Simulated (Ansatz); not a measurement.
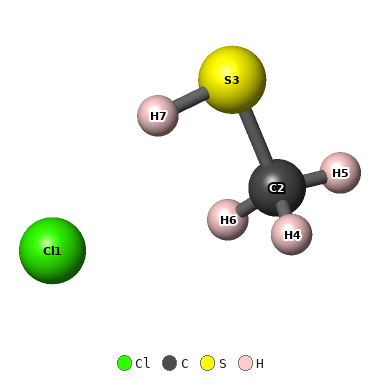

The system is the pair Cl···CH₄S, charge −1; the picture shows the reference structure. The turn is about an axis along (−0.22, 0.97, 0.12) in the frame of the relaxed pair, normal to the line between the partners. First axis: distance S3···Cl1. Second axis: turn of Cl1 about S3. Grid: 13 × 13 points. At 2 points there is no value (left out of the scan, as a rule where atoms come close). Points are written as (first, second). Energies are in kJ/mol, from the ion and the molecule far apart, frozen as in the relaxed pair, each in its own basis (no counterpoise correction). Energies and slopes of some neighbouring points disagree (a jump in structure or state, or too coarse a mesh). All numbers below come from RHF/def2-TZVPD in Ansatz.

Its coordinates:

```xyz
7

Cl   -0.0840    0.3690   -3.0333
C     0.4169   -0.0069    0.7923
S    -1.3315   -0.3643    0.4911
H     1.0400   -0.7046    0.2538
H     0.5936   -0.1039    1.8567
H     0.6548    0.9961    0.4726
H    -1.2898   -0.1853   -0.8331
```

Range: distance S3···Cl1 from 3.200 to 4.600 Å; turn of Cl1 about S3 from −120 to 120°.

**Predict the map.**

The lowest grid point is at (3.859 Å, 0°), −34 kJ/mol from the ion and the molecule far apart, frozen as in the relaxed pair, each in its own basis (no counterpoise correction). The highest grid point, (3.200 Å, −80°), lies 1849 kJ/mol above the lowest. At the highest point the unbonded atoms Cl1···C2 come to 1.39 Å, against 3.92 Å at the lowest; the sum of their van der Waals radii is about 3.6 Å.

```tsv
turn of Cl1 about S3 ↓, distance S3···Cl1 →	3.200	3.243	3.314	3.401	3.501	3.611	3.731	3.859	3.994	4.136	4.285	4.440	4.600
120	27	25	22	20	18	16	15	14	13	12	12	12	11
100	14	13	11	10	8	8	7	7	7	7	7	7	7
80	5	3	2	0	−1	−2	−2	−2	−1	−1	−1	0	0
60	2	0	−3	−6	−9	−10	−11	−11	−10	−10	−9	−8	−7
40	2	−3	−8	−13	−17	−20	−21	−21	−21	−20	−18	−17	−15
20	−3	−8	−15	−21	−26	−29	−30	−30	−29	−28	−26	−24	−22
0	−8	−13	−19	−25	−29	−32	−33	−34	−33	−31	−30	−28	−26
−20	31	22	11	0	−10	−18	−23	−27	−29	−30	−30	−29	−27
−40	414	371	307	240	178	124	79	45	19	1	−11	−19	−23
−60	1489	1378	1197	985	769	572	405	272	173	101	52	19	−1
−80	1815	1650	1416	1172	932	707	509	348	225	136	74	33	7
−100	–	–	1501	1167	874	633	440	292	184	107	55	21	0
−120	663	585	474	364	266	185	120	71	36	11	−5	−15	−20
```

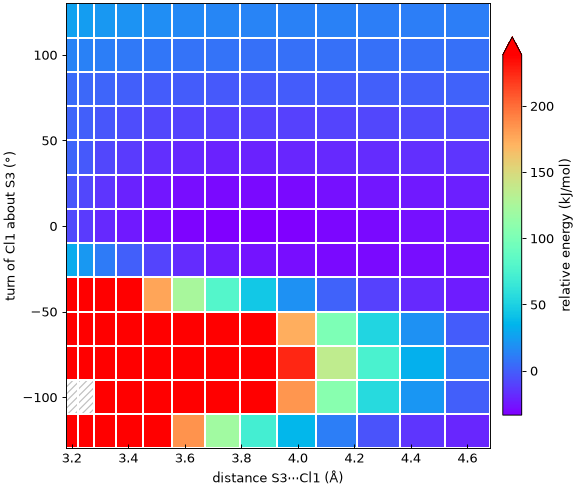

Drawn: one coloured cell a grid point, one colour for all values above the top of the scale, hatched blanks where no value was computed.

Each point was launched as `ansatz run input.yaml --threads 1 --pin off --max-ram 2560MiB --backend cpu --events-out ev --progress --plain --runs-dir out`. The whole map (167 points run) took 12 min on 1 thread of Arm Neoverse V1, with other jobs on the host.
